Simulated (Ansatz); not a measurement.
## Nudged elastic band, with input and output: TaNH₄OF₃

The run: nudged elastic band of TaNH₄OF₃, multiplicity 2. Method and program: UKS PBE/def2-SVP (Ansatz 0.2.0).

It belongs to a series of runs on one base structure; here: band between the two ends. Figures and captions count atoms from 1; the log counts them from 0 in places.

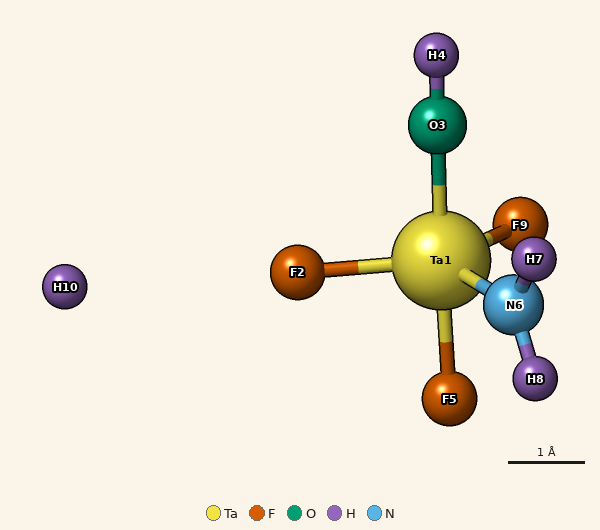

The structure as given in the input (ball-and-stick view, seen at a tilt; atoms are numbered from 1 in the order of the input). Sticks mark near contacts. Bond lengths as drawn: F–Ta 1.90 to 1.91 Å, H–N 1.02 Å, H–O 0.97 Å, N–Ta 1.97 Å and O–Ta 1.90 Å.

## The input
```yaml
crystal:
  periodic: [false, false, false]
  atoms:
    - { symbol: Ta, position_ang: [-0.164968, -0.060326, -0.049366] }
    - { symbol: F, position_ang: [1.73272, -0.021919, -0.045075] }
    - { symbol: O, position_ang: [-0.266859, -0.257994, 1.833769] }
    - { symbol: H, position_ang: [-0.32837, -0.388206, 2.789654] }
    - { symbol: F, position_ang: [-0.124521, 0.224353, -1.937284] }
    - { symbol: "N", position_ang: [-1.102588, 1.673082, 0.051714] }
    - { symbol: H, position_ang: [-1.432757, 2.120899, 0.910359] }
    - { symbol: H, position_ang: [-1.315363, 2.231117, -0.781183] }
    - { symbol: F, position_ang: [-1.215841, -1.61117, -0.359782] }
    - { symbol: H, position_ang: [4.808846, 0.031064, 0.034296] }
magnetization:
  spin_polarized: true
  initial_magnetization: 1
basis:
  gaussian: { orbitals: def2-SVP }
hamiltonian:
  xc: pbe
neb:
  order_check: false
  images: 4
  f_tol: 0.05
  max_iterations: 60
  climbing: false
  final_atoms:
    - { symbol: Ta, position_ang: [-0.12562394, 0.16245373, 0.12819518] }
    - { symbol: F, position_ang: [2.33317433, -0.74113551, 0.26623173] }
    - { symbol: O, position_ang: [-0.32232824, -0.13643342, 1.97959135] }
    - { symbol: H, position_ang: [0.14328583, -0.33032712, 2.80824176] }
    - { symbol: F, position_ang: [1.0606966, 0.64521276, -1.34629194] }
    - { symbol: "N", position_ang: [-1.2262638, 1.80583448, -0.04207877] }
    - { symbol: H, position_ang: [-1.76580234, 2.18533058, 0.74496858] }
    - { symbol: H, position_ang: [-1.56646667, 2.22274759, -0.91546021] }
    - { symbol: F, position_ang: [-0.2362383, -1.60679077, -0.61203978] }
    - { symbol: H, position_ang: [2.29586554, -0.26599231, -0.5642559] }
  initial_path:
    images:
      - { positions_ang: [[-0.164968, -0.060326, -0.049366], [1.73272, -0.021919, -0.045075], [-0.266859, -0.257994, 1.833769], [-0.32837, -0.388206, 2.789654], [-0.124521, 0.224353, -1.937284], [-1.102588, 1.673082, 0.051714], [-1.432757, 2.120899, 0.910359], [-1.315363, 2.231117, -0.781183], [-1.215841, -1.61117, -0.359782], [4.808846, 0.031064, 0.034296]] }
      - { positions_ang: [[-0.09788948, -0.03588268, -0.03037721], [1.91270821, -0.00862271, -0.02487518], [-0.16171975, -0.15798145, 1.90749172], [-0.29917503, -0.60413722, 2.613936], [-0.07104572, 0.13826685, -1.93511648], [-1.09608226, 1.75029782, 0.03204765], [-1.52043471, 2.1315449, 0.88769219], [-1.21127292, 2.33868927, -0.80727626], [-1.11116471, -1.63680115, -0.22080614], [4.24637536, 0.02552637, 0.0243857]] }
      - { positions_ang: [[-0.03081097, -0.01143936, -0.01138841], [2.09269642, 0.00467358, -0.00467536], [-0.05658049, -0.05796891, 1.98121445], [-0.26998005, -0.82006844, 2.43821799], [-0.01757045, 0.05218069, -1.93294895], [-1.08957652, 1.82751364, 0.0123813], [-1.60811241, 2.14219081, 0.86502538], [-1.10718283, 2.44626155, -0.83336951], [-1.00648842, -1.66243231, -0.08183029], [3.68390472, 0.01998874, 0.01447541]] }
      - { positions_ang: [[-0.02294215, 0.03311659, 0.02412382], [2.21278729, -0.13916972, 0.05758598], [-0.06767434, -0.03365679, 2.01037892], [-0.17564889, -0.80849267, 2.44193555], [0.21947307, 0.13635265, -1.81475054], [-1.11431168, 1.85406414, -0.00637726], [-1.67472148, 2.15507712, 0.83194729], [-1.15740356, 2.44458766, -0.86022495], [-0.81056788, -1.66155646, -0.13228184], [3.18130863, -0.03942252, -0.10523497]] }
      - { positions_ang: [[-0.07428305, 0.09778516, 0.0761595], [2.27298081, -0.44015262, 0.16190886], [-0.19500129, -0.08504511, 1.99498513], [-0.01618153, -0.56940989, 2.62508865], [0.64008484, 0.3907827, -1.58052124], [-1.17028774, 1.82994931, -0.02422801], [-1.72026191, 2.17020385, 0.78845794], [-1.36193512, 2.33366763, -0.88784258], [-0.52340309, -1.63417362, -0.37216081], [2.73858708, -0.15270742, -0.33474543]] }
      - { positions_ang: [[-0.12562394, 0.16245373, 0.12819518], [2.33317433, -0.74113551, 0.26623173], [-0.32232824, -0.13643342, 1.97959135], [0.14328583, -0.33032712, 2.80824176], [1.0606966, 0.64521276, -1.34629194], [-1.2262638, 1.80583448, -0.04207877], [-1.76580234, 2.18533058, 0.74496858], [-1.56646667, 2.22274759, -0.91546021], [-0.2362383, -1.60679077, -0.61203978], [2.29586554, -0.26599231, -0.5642559]] }
```

Run on 4 threads of AMD EPYC (Zen 5), 32 GiB of memory available, shared host.

Launch command:
```bash
ansatz run input.yaml --threads 4 --pin off --max-ram 5120MiB --backend cpu --events-out ev --progress --plain --runs-dir out
```

## What the program printed
```
Engine: ansatz 0.2.0, x86_64-unknown-linux-gnu
Functional definition: PBE
  parameter kappa = 0.804
  parameter beta = 0.06672455060314922
  exchange = pbe_x(kappa = kappa, mu = beta*pi^2/3)
  correlation = pbe_c(beta = beta)
1295 factors; their error is unknown
mean field evaluation 1: about -13272.0730 eV, gradient 7.1e1 eV
mean field evaluation 2: about -13060.9751 eV, gradient 2.1e2 eV
mean field evaluation 4: about -13288.7293 eV, gradient 2.3e1 eV
mean field evaluation 8: about -13290.5246 eV, gradient 3.2e-1 eV
mean field evaluation 16: about -13290.4601 eV, gradient 1.3e-3 eV
mean field -13290.46009521 eV, -488.4153999015 hartree, gradient 5.7e-5 eV, S^2 0.750001; 0 other end points of the search recorded, 0 dependent functions left out
the calculation of the forces begins
reference -13290.46016625 eV, -488.4154025121 hartree; 30, 29 occupied and 92, 93 virtual orbitals, 1295 factors
1295 factors; their error is unknown
mean field evaluation 32: about -13290.3285 eV, gradient 1.7e-1 eV
mean field -13290.32853661 eV, -488.4105652120 hartree, gradient 4.5e-5 eV, S^2 0.752377; 0 other end points of the search recorded, 0 dependent functions left out
[... from here on the field's lines of each further geometry are left out, up to the last ...]
NEB iter   1: max|band force component| = 1.626e1 eV/Å  barrier→ = 3.6353 eV  barrier← = 3.5038 eV  Δτ_max = 0.2000 Å  (317 SCF iters)
NEB iter   2: max|band force component| = 1.627e0 eV/Å  barrier→ = 0.8707 eV  barrier← = 0.7391 eV  Δτ_max = 0.1983 Å  (172 SCF iters)
NEB iter   3: max|band force component| = 8.765e-1 eV/Å  barrier→ = 0.5872 eV  barrier← = 0.4557 eV  Δτ_max = 0.1919 Å  (157 SCF iters)
NEB iter   4: max|band force component| = 8.886e-1 eV/Å  barrier→ = 0.5445 eV  barrier← = 0.4129 eV  Δτ_max = 0.0995 Å  (142 SCF iters)
NEB iter   5: max|band force component| = 4.291e-1 eV/Å  barrier→ = 0.5082 eV  barrier← = 0.3767 eV  Δτ_max = 0.1003 Å  (150 SCF iters)
NEB iter   6: max|band force component| = 3.828e-1 eV/Å  barrier→ = 0.4868 eV  barrier← = 0.3552 eV  Δτ_max = 0.1003 Å  (134 SCF iters)
NEB iter   7: max|band force component| = 2.727e-1 eV/Å  barrier→ = 0.4748 eV  barrier← = 0.3432 eV  Δτ_max = 0.0993 Å  (151 SCF iters)
NEB iter   8: max|band force component| = 1.200e-1 eV/Å  barrier→ = 0.4582 eV  barrier← = 0.3267 eV  Δτ_max = 0.2000 Å  (139 SCF iters)
NEB iter   9: max|band force component| = 2.625e-1 eV/Å  barrier→ = 0.4262 eV  barrier← = 0.2946 eV  Δτ_max = 0.1002 Å  (149 SCF iters)
NEB iter  10: max|band force component| = 1.995e-1 eV/Å  barrier→ = 0.4139 eV  barrier← = 0.2823 eV  Δτ_max = 0.1021 Å  (137 SCF iters)
NEB iter  11: max|band force component| = 1.796e-1 eV/Å  barrier→ = 0.3977 eV  barrier← = 0.2661 eV  Δτ_max = 0.1013 Å  (140 SCF iters)
NEB iter  12: max|band force component| = 3.982e-1 eV/Å  barrier→ = 0.3851 eV  barrier← = 0.2536 eV  Δτ_max = 0.0500 Å  (135 SCF iters)
NEB iter  13: max|band force component| = 4.694e-1 eV/Å  barrier→ = 0.3806 eV  barrier← = 0.2490 eV  Δτ_max = 0.0250 Å  (137 SCF iters)
NEB iter  14: max|band force component| = 1.108e-1 eV/Å  barrier→ = 0.3762 eV  barrier← = 0.2446 eV  Δτ_max = 0.0501 Å  (139 SCF iters)
NEB iter  15: max|band force component| = 2.087e-1 eV/Å  barrier→ = 0.3719 eV  barrier← = 0.2403 eV  Δτ_max = 0.0250 Å  (133 SCF iters)
NEB iter  16: max|band force component| = 9.080e-2 eV/Å  barrier→ = 0.3699 eV  barrier← = 0.2383 eV  Δτ_max = 0.0501 Å  (134 SCF iters)
NEB iter  17: max|band force component| = 6.030e-2 eV/Å  barrier→ = 0.3648 eV  barrier← = 0.2333 eV  Δτ_max = 0.0504 Å  (134 SCF iters)
NEB iter  18: max|band force component| = 8.032e-2 eV/Å  barrier→ = 0.3583 eV  barrier← = 0.2268 eV  Δτ_max = 0.0250 Å  (137 SCF iters)
the calculation of the forces begins
reference -13290.23462878 eV, -488.4071141632 hartree; 30, 29 occupied and 92, 93 virtual orbitals, 1295 factors
1295 factors; their error is unknown
mean field -13290.10415871 eV, -488.4023194763 hartree, gradient 1.6e-5 eV, S^2 0.752022; 1 other end points of the search recorded, 0 dependent functions left out
the calculation of the forces begins
reference -13290.10422526 eV, -488.4023219220 hartree; 30, 29 occupied and 92, 93 virtual orbitals, 1295 factors
NEB iter  19: max|band force component| = 4.755e-2 eV/Å  barrier→ = 0.3559 eV  barrier← = 0.2244 eV  Δτ_max = 0.0000 Å  (286 SCF iters)
```

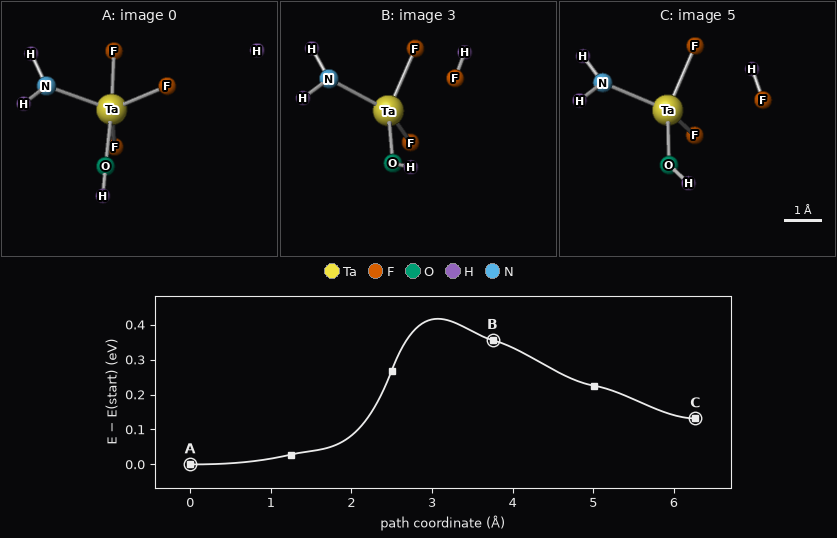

Images of the last band (counted from 0; ball-and-stick, seen at a tilt) above the energy along the path; the line is a cubic interpolation that uses the forces. The highest image is number 3, 0.356 eV above the start and 0.224 eV above the end; the end lies 0.132 eV above the start. The path is 6.26 Å long. The band converged in 19 iterations.

```
Total energy: -13290.10422526 eV, -488.4023219220 hartree
Atom 0 at    -0.521783    -0.174637    -0.057620 Å, force    -0.046955    -0.017176     0.032490 eV/Å
Atom 1 at     2.513966     0.244549     0.715723 Å, force     0.034444    -0.011187     0.005951 eV/Å
Atom 2 at    -0.309251    -0.438227     1.809306 Å, force     0.026442     0.012807    -0.024688 eV/Å
Atom 3 at     0.470641    -0.428237     2.391145 Å, force    -0.024900    -0.014017     0.021426 eV/Å
Atom 4 at     0.405089     0.000170    -1.715699 Å, force     0.049655     0.003466     0.003134 eV/Å
Atom 5 at    -0.885567     1.792820     0.023976 Å, force     0.012833     0.004888    -0.009921 eV/Å
Atom 6 at    -1.298278     2.247139     0.847424 Å, force     0.016702    -0.000314    -0.001940 eV/Å
Atom 7 at    -1.113798     2.354766    -0.805513 Å, force     0.010147    -0.002355     0.002405 eV/Å
Atom 8 at    -1.337105    -1.833240    -0.554551 Å, force     0.006605    -0.009746    -0.000503 eV/Å
Atom 9 at     2.666386     0.175796    -0.207090 Å, force    -0.084974     0.033632    -0.028354 eV/Å
Dipole moment:     0.244307     0.481334     0.232611 e Å
this run last wrote the band of iteration 19 to [file]
```

## The last band as extended XYZ (Å, eV, eV/Å)
```
10
Properties=species:S:1:pos:R:3:forces:R:3 image=0 energy=-13290.46010
Ta   -0.1650   -0.0603   -0.0494   -0.0139  -0.0008   0.0020
F     1.7327   -0.0219   -0.0451    0.0087  -0.0005   0.0020
O    -0.2669   -0.2580    1.8338    0.0055  -0.0097   0.0014
H    -0.3284   -0.3882    2.7897    0.0000   0.0043  -0.0016
F    -0.1245    0.2244   -1.9373    0.0005   0.0041   0.0013
N    -1.1026    1.6731    0.0517   -0.0040   0.0056  -0.0129
H    -1.4328    2.1209    0.9104    0.0007  -0.0009  -0.0031
H    -1.3154    2.2311   -0.7812    0.0025  -0.0041   0.0087
F    -1.2158   -1.6112   -0.3598   -0.0005   0.0015   0.0021
H     4.8088    0.0311    0.0343    0.0005   0.0004   0.0000
10
Properties=species:S:1:pos:R:3:forces:R:3 image=1 energy=-13290.43190
Ta   -0.0858   -0.0011    0.0458   -0.0043  -0.0014   0.0037
F     1.7716    0.2046    0.4110   -0.0001  -0.0086  -0.0086
O    -0.3858   -0.2662    1.9073    0.0165   0.0227   0.0016
H    -0.1179   -0.3091    2.8371   -0.0447  -0.0060   0.0165
F     0.3716    0.3022   -1.7837   -0.0170   0.0151  -0.0032
N    -1.1667    1.6437   -0.0027   -0.0028   0.0044  -0.0018
H    -1.6618    2.0530    0.7942   -0.0062  -0.0084   0.0008
H    -1.2778    2.2063   -0.8524   -0.0025  -0.0035   0.0040
F    -0.9993   -1.5875   -0.4500    0.0076  -0.0033   0.0037
H     4.1422   -0.3050   -0.4596    0.0535  -0.0110  -0.0166
10
Properties=species:S:1:pos:R:3:forces:R:3 image=2 energy=-13290.19137
Ta   -0.1464   -0.0649    0.0439    0.2475   0.0579   0.0837
F     1.6916    0.1406    0.6153   -0.5657  -0.0926  -0.0967
O    -0.4025   -0.4449    1.9073   -0.0165   0.0013   0.0618
H     0.3111   -0.4493    2.5702   -0.1076  -0.0407   0.1314
F     0.5570   -0.0042   -1.7261    0.0754   0.0021  -0.0121
N    -1.0109    1.6968   -0.0120   -0.0738  -0.0629  -0.0047
H    -1.3769    2.1971    0.8043   -0.0356  -0.0390   0.0040
H    -1.0974    2.2686   -0.8604    0.0122  -0.0540  -0.0054
F    -1.2536   -1.5268   -0.4701    0.0505   0.2179   0.0686
H     3.3184    0.1278   -0.4251    0.4135   0.0101  -0.2307
10
Properties=species:S:1:pos:R:3:forces:R:3 image=3 energy=-13290.10416
Ta   -0.5218   -0.1746   -0.0576   -0.0470  -0.0172   0.0325
F     2.5140    0.2445    0.7157    0.0344  -0.0112   0.0060
O    -0.3093   -0.4382    1.8093    0.0264   0.0128  -0.0247
H     0.4706   -0.4282    2.3911   -0.0249  -0.0140   0.0214
F     0.4051    0.0002   -1.7157    0.0497   0.0035   0.0031
N    -0.8856    1.7928    0.0240    0.0128   0.0049  -0.0099
H    -1.2983    2.2471    0.8474    0.0167  -0.0003  -0.0019
H    -1.1138    2.3548   -0.8055    0.0101  -0.0024   0.0024
F    -1.3371   -1.8332   -0.5546    0.0066  -0.0097  -0.0005
H     2.6664    0.1758   -0.2071   -0.0850   0.0336  -0.0284
10
Properties=species:S:1:pos:R:3:forces:R:3 image=4 energy=-13290.23456
Ta   -0.3810   -0.0557    0.0669   -0.0226   0.0126  -0.0087
F     2.6910   -0.1357    0.3549    0.0049  -0.0171  -0.0206
O    -0.4762   -0.3249    1.9316    0.0357  -0.0002   0.0016
H     0.1266   -0.4745    2.6797   -0.0352   0.0029   0.0180
F     0.8376    0.2305   -1.4119    0.0257  -0.0023   0.0130
N    -1.0296    1.8273   -0.0047   -0.0053   0.0003   0.0138
H    -1.5029    2.2787    0.7876   -0.0100  -0.0002  -0.0029
H    -1.2526    2.3488   -0.8608    0.0023  -0.0019  -0.0035
F    -0.7440   -1.8138   -0.5993    0.0225   0.0069   0.0019
H     2.3215    0.0603   -0.4970   -0.0181  -0.0009  -0.0124
10
Properties=species:S:1:pos:R:3:forces:R:3 image=5 energy=-13290.32854
Ta   -0.1256    0.1625    0.1282   -0.0105   0.0126   0.0027
F     2.3332   -0.7411    0.2662    0.0017  -0.0093   0.0237
O    -0.3223   -0.1364    1.9796   -0.0121  -0.0027   0.0084
H     0.1433   -0.3303    2.8082    0.0089   0.0013   0.0033
F     1.0607    0.6452   -1.3463    0.0121   0.0072  -0.0085
N    -1.2263    1.8058   -0.0421    0.0068  -0.0154   0.0112
H    -1.7658    2.1853    0.7450    0.0030  -0.0002  -0.0025
H    -1.5665    2.2227   -0.9155   -0.0062   0.0048  -0.0093
F    -0.2362   -1.6068   -0.6120   -0.0031  -0.0050  -0.0046
H     2.2959   -0.2660   -0.5643   -0.0007   0.0067  -0.0245
```

## Results in brief

- outcome: converged
- barrier, forward: 0.356 eV
- barrier, backward: 0.224 eV
- wall time: 89 s (CPU time 5.5 min)
- peak memory: 0.26 GiB

The order of the saddle point was not checked.
